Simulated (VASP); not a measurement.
Band structure of AlP (zinc blende). Method: PBE GGA, VASP's PBE PAW potentials (set 64) (plane waves; VASP).

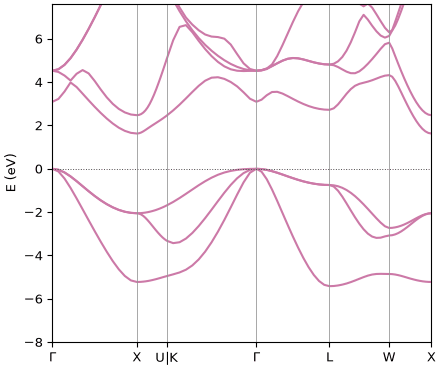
*Bands along high-symmetry lines, zero at the valence-band maximum or, without a gap, the Fermi level*

**Question.** Read the plot: is there a gap, and where are the band edges?

**Answer.** The gap is indirect, 1.63 eV, from the valence maximum at Γ to the conduction minimum at X. (Edges off the drawn lines would not show.)

Measured: gap 2.54 eV (computed value off by -0.91 eV), as given by Wei Chen et al., Physical Review Materials (2018), doi:10.1103/physrevmaterials.2.073803 [zero-point renormalisation of 0.02 eV added back (the table's ZPR column)].

The compound is AlP in the zinc blende structure. It was relaxed first.
